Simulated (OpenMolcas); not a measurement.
**singlet [AlNH3]+ at 6 levels**

We compute a comparison of 6 runs (HF/STO-3G, HF/cc-pVTZ, B3LYP/6-31G*, M06-L/cc-pVTZ, SVWN5/cc-pVTZ, TPSS/cc-pVTZ) of singlet [AlNH3]+. 

The results are computed with OpenMolcas 26.06.

1 further run of the same task is left out (set aside as unsound or not needed).

**1. The molecule**

[AlNH3]+: 5 atoms, total charge +1, spin state singlet. As SMILES of the parent species, `[NH2][AlH]`. Geometry: relaxed at PBE0-D4/def2-TZVP. This is one conformer, not always the lowest. That shape belongs to the parent species and isn't relaxed for this state.

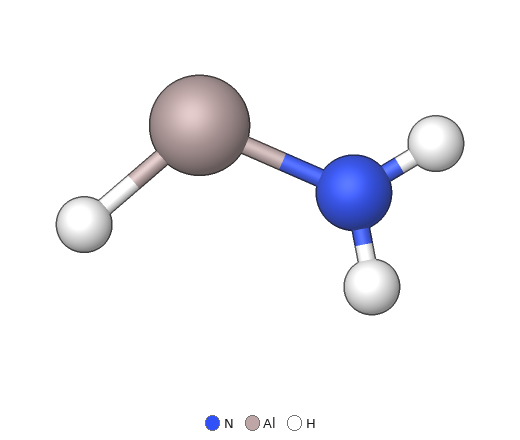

Viewed from a chosen angle; nitrogen blue, aluminium light grey, hydrogen white.

**2. A single-point energy at HF/STO-3G (run 1)**

run.inp reads:

```
&GATEWAY
BasLib=$CurrDir
BasisSet
N.STO-3G....
N1 -0.116600 -0.660800 0.175100 angstrom
End of Basis
BasisSet
Al.STO-3G....
Al2 0.836600 0.833900 0.120800 angstrom
End of Basis
BasisSet
H.STO-3G....
H3 0.148500 -1.505300 0.655500 angstrom
H4 -1.010300 -0.782800 -0.277400 angstrom
H5 0.191800 2.041400 -0.715400 angstrom
End of Basis
&SEWARD
&SCF
Charge=1
Thresholds=1e-10 1e-07 1e-07 1e-05
PrOrbitals=1 1
```

The basis set STO-3G is read from a file made from the Basis Set Exchange's data (not shown).

Started as:

```bash
$ export MOLCAS_MEM=1860
$ pymolcas run.inp > run.log
```

Output:

```text
--- Start Module: gateway ---
[...]
--- Stop Module: gateway /rc=_RC_ALL_IS_WELL_ ---
--- Start Module: seward ---
[...]
      Basis functions           17
--- Stop Module: seward /rc=_RC_ALL_IS_WELL_ ---
[...]
--- Start Module: scf ---
[...]
       Convergence after  15 Iterations
[...]
::    Total SCF energy                               -294.2930970863
[...]
      Total spin, S                                     0.0000000000
[...]
      Total electronic charge=   22.000000
      Total            charge=    1.000000
[...]
      Dipole Moment (debye):
      Origin of the operator (angstrom)=    0.4605    0.2954    0.1221
                   X=  3.2380E+00               Y=  1.9640E+00               Z=  1.0401E+00           Total=  3.9273E+00
      Center of Charge (angstrom)
[...]
--- Stop Module: scf /rc=_RC_ALL_IS_WELL_ ---
[...]
```

It took 3.3 s on 1 thread of AMD EPYC 7R43 (Zen 3), shared host; peak memory 0.37 GiB.

**3. A single-point energy at HF/cc-pVTZ (run 2)**

struct.xyz reads:

```xyz
5

N     -0.116600    -0.660800     0.175100
Al     0.836600     0.833900     0.120800
H      0.148500    -1.505300     0.655500
H     -1.010300    -0.782800    -0.277400
H      0.191800     2.041400    -0.715400
```

mol.inp reads:

```
&GATEWAY
BASLIB=$CurrDir
COORD=struct.xyz
BASIS=cc-pVTZ
GROUP=NoSym
&SEWARD
&SCF
CHARGE=1
THRESHOLDS=1e-10 1e-07 1e-07 1e-05
PRORBITALS=1 1
```

The basis set cc-pVTZ is read from a file made from the Basis Set Exchange's data (not shown).

Started as:

```bash
$ export MOLCAS_MEM=1860
$ pymolcas mol.inp > mol.log
```

Output:

```text
--- Start Module: gateway ---
[...]
--- Stop Module: gateway /rc=_RC_ALL_IS_WELL_ ---
--- Start Module: seward ---
[...]
      Basis functions          106
--- Stop Module: seward /rc=_RC_ALL_IS_WELL_ ---
[...]
--- Start Module: scf ---
[...]
       Convergence after  15 Iterations
[...]
::    Total SCF energy                               -297.8650304081
[...]
      Total spin, S                                     0.0000000000
[...]
      Total electronic charge=   22.000000
      Total            charge=    1.000000
[...]
      Dipole Moment (debye):
      Origin of the operator (angstrom)=    0.4605    0.2954    0.1221
                   X=  3.0895E+00               Y=  1.5202E+00               Z=  1.1315E+00           Total=  3.6245E+00
      Center of Charge (angstrom)
[...]
--- Stop Module: scf /rc=_RC_ALL_IS_WELL_ ---
[...]
```

Run time: 20 s. Hardware: 1 thread of AMD EPYC 7R43 (Zen 3), shared host; peak memory 0.61 GiB.

Runs 3 to 4 aren't shown in full; the table further down has their settings and results.

**4. The energy at SVWN5/cc-pVTZ (run 5)**

run.inp reads:

```
* AlH3N Kohn-Sham DFT

&GATEWAY
 BasLib=$CurrDir
 Coord
 5
 angstrom
 N       -0.116600      -0.660800       0.175100
 Al       0.836600       0.833900       0.120800
 H        0.148500      -1.505300       0.655500
 H       -1.010300      -0.782800      -0.277400
 H        0.191800       2.041400      -0.715400
 Basis=cc-pVTZ
 Group=NoSym

&SEWARD
 GridInput
 Grid=UltraFine
 End of Grid

&SCF
 Charge=1
 KSDFT=SVWN5
 Thresholds=1e-10 1e-07 1e-07 1e-05
 PrOrbitals=0
```

The basis set cc-pVTZ is read from a file made from the Basis Set Exchange's data (not shown).

Started as:

```bash
$ export MOLCAS_MEM=1860
$ pymolcas run.inp > run.log
```

Output:

```text
--- Start Module: gateway ---
[...]
--- Stop Module: gateway /rc=_RC_ALL_IS_WELL_ ---
--- Start Module: seward ---
[...]
      Basis functions          106
--- Stop Module: seward /rc=_RC_ALL_IS_WELL_ ---
[...]
--- Start Module: scf ---
[...]
       Convergence after  21 Iterations
[...]
::    Total KS-DFT energy                            -297.1930760221
[...]
      Total spin, S                                     0.0000000000
[...]
      Total electronic charge=   22.000000
      Total            charge=    1.000000
[...]
      Dipole Moment (debye):
      Origin of the operator (angstrom)=    0.4605    0.2954    0.1221
                   X=  2.1489E+00               Y=  1.1709E+00               Z=  7.4228E-01           Total=  2.5573E+00
      Center of Charge (angstrom)
[...]
--- Stop Module: scf /rc=_RC_ALL_IS_WELL_ ---
[...]
```

Wall time 45 s (1 thread of AMD EPYC 7R43 (Zen 3), shared host); peak memory 0.61 GiB.

**5. The energy at TPSS/cc-pVTZ (run 6)**

geom.xyz reads:

```xyz
5

N     -0.116600    -0.660800     0.175100
Al     0.836600     0.833900     0.120800
H      0.148500    -1.505300     0.655500
H     -1.010300    -0.782800    -0.277400
H      0.191800     2.041400    -0.715400
```

calc.input reads:

```
&GATEWAY
  BasLib=$CurrDir
  Coord=geom.xyz
  Basis=cc-pVTZ
  Group=NoSym

&SEWARD
  GridInput
  Grid=UltraFine
  End of Grid

&SCF
  Charge=1
  KSDFT=2
  1.0 MGGA_X_TPSS
  1.0 MGGA_C_TPSS
  Thresholds=1e-10 1e-07 1e-07 1e-05
  PrOrbitals=1 1
```

The basis set cc-pVTZ is read from a file made from the Basis Set Exchange's data (not shown).

Started as:

```bash
$ export MOLCAS_MEM=1860
$ pymolcas calc.input > calc.log
```

Output:

```text
--- Start Module: gateway ---
[...]
--- Stop Module: gateway /rc=_RC_ALL_IS_WELL_ ---
--- Start Module: seward ---
[...]
      Basis functions          106
--- Stop Module: seward /rc=_RC_ALL_IS_WELL_ ---
[...]
--- Start Module: scf ---
[...]
       Convergence after  18 Iterations
[...]
::    Total KS-DFT energy                            -298.7430547546
[...]
      Total spin, S                                     0.0000000000
[...]
      Total electronic charge=   22.000000
      Total            charge=    1.000000
[...]
      Dipole Moment (debye):
      Origin of the operator (angstrom)=    0.4605    0.2954    0.1221
                   X=  2.4451E+00               Y=  1.1250E+00               Z=  9.2619E-01           Total=  2.8464E+00
      Center of Charge (angstrom)
[...]
--- Stop Module: scf /rc=_RC_ALL_IS_WELL_ ---
[...]
```

It took 65 s on 1 thread of AMD EPYC 7R43 (Zen 3), shared host; peak memory 0.61 GiB.

**6. All runs side by side**

```tsv
run	level	Cartesian functions	integration grid	energy (Eh)	HOMO energy (eV)	LUMO energy (eV)	HOMO–LUMO gap (eV)	wall time
1	HF/STO-3G	no	–	-294.293097	-14.35	-3.50	10.85	3.3 s
2	HF/cc-pVTZ	no	–	-297.865030	-16.60	-7.02	9.58	20 s
3	B3LYP/6-31G* (Cartesian functions)	yes	UltraFine	-298.682739	-13.08	-10.21	2.87	13 s
4	M06-L/cc-pVTZ	no	UltraFine	-298.698958	-12.24	-10.38	1.86	65 s
5	SVWN5/cc-pVTZ	no	UltraFine	-297.193076	-12.30	-10.84	1.46	45 s
6	TPSS/cc-pVTZ	no	UltraFine	-298.743055	-12.16	-10.48	1.68	65 s
```

**7. What came out**

| quantity | value |
| --- | --- |
| run 6: total energy | -298.74305 Eh |
| run 6: HOMO energy | -12.16 eV |
| run 6: LUMO energy | -10.48 eV |
| run 6: HOMO–LUMO gap | 1.68 eV |

What this shows: The HOMO–LUMO gap runs from 1.46 eV (SVWN5/cc-pVTZ) to 10.85 eV (HF/STO-3G). The two ends differ in method and basis. Totals of different functionals can't be ranked against each other. In run 1 the basis is minimal, so the values are rough. All runs together took 3.5 min, the longest 65 s.
